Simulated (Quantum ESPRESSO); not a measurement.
**Cost against accuracy: ecutwfc for ScNiGe (Pnma, 12 atoms in the cell)**

Cell: a = 6.3305 Å, b = 3.9811 Å, c = 6.8868 Å, α = 90.00°, β = 90.00°, γ = 90.00°.

Method of the run: LDA (PZ), PSlibrary PAW (LDA) pseudopotentials (plane waves; Quantum ESPRESSO 7.5).

Base settings: ecutwfc = 55 Ry; ecutrho = 440 Ry; occupations = smearing; smearing = cold; degauss = 0.019992 Ry; K_POINTS = automatic 4 7 4 0 0 0; conv_thr = 1e-09 Ry.

Misses are taken against the tightest run, 55 Ry, which need not be fully converged itself. The energy is the free energy per atom.

The count of work is k-points × plane waves × bands × iterations; it is no time, and leaves out set-up, grids and terms that scale otherwise. Core times come from one kind of shared machine and are given to one figure; runs under 30 s give none.

The starting cell comes from a database of computed structures (which also holds hypothetical and non-ambient phases and stackings), without a prior relaxation at this level. Its lattice was rescaled by a random factor within 2.5 % of one. Spin polarisation is off.

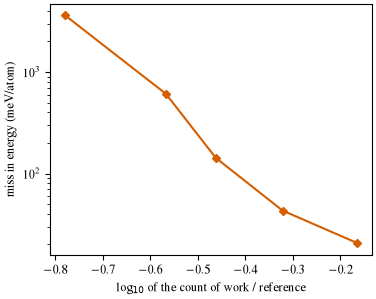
Figure: Miss against the count of work; the reference run is not drawn, and misses under 0.1 meV/atom are drawn there.

```tsv
ecutwfc	energy less reference (meV/atom)	pressure less reference (GPa)	largest difference in the force on any atom (eV/Å)	count of work / reference	core time / reference (rough)
22 Ry (ecutrho: 440 Ry → 176 Ry)	3648.58	-170.60	0.480	0.17	0.1
28 Ry (ecutrho: 440 Ry → 224 Ry)	610.39	-36.97	0.157	0.27	0.2
33 Ry (ecutrho: 440 Ry → 264 Ry)	142.79	-9.22	0.014	0.34	0.3
38 Ry (ecutrho: 440 Ry → 304 Ry)	43.15	-1.56	0.007	0.48	0.5
44 Ry (ecutrho: 440 Ry → 352 Ry)	20.60	0.06	0.003	0.69	0.7
55 Ry	0.00	0.00	0.000	1.0	1
```

The last two settings still differ by 21 meV/atom, so the table cannot show that the reference is converged.

The step from 22 Ry (ecutrho: 440 Ry → 176 Ry) to 38 Ry (ecutrho: 440 Ry → 304 Ry): it takes the miss in the energy from 3600 to 43 meV/atom, for 2.9 times the count of work and roughly 4 times the time.
